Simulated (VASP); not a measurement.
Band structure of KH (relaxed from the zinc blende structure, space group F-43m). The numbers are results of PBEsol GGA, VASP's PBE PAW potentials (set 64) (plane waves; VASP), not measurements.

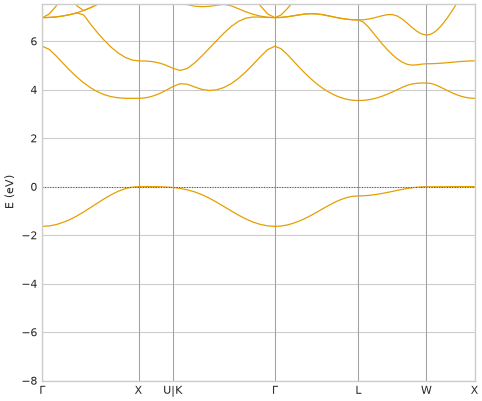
Fig. 1. Bands along high-symmetry lines, zero at the valence-band maximum or, without a gap, the Fermi level

**Question.** Read the plot: is there a gap, and where are the band edges?

**Answer.** The gap is indirect, 3.55 eV, from the valence maximum at X to the conduction minimum at L. (Edges off the drawn lines would not show.)

The structure was generated: KH was put into the zinc blende type (F-43m), which need not be its known phase. It was relaxed first, which changed the volume by +45 %.
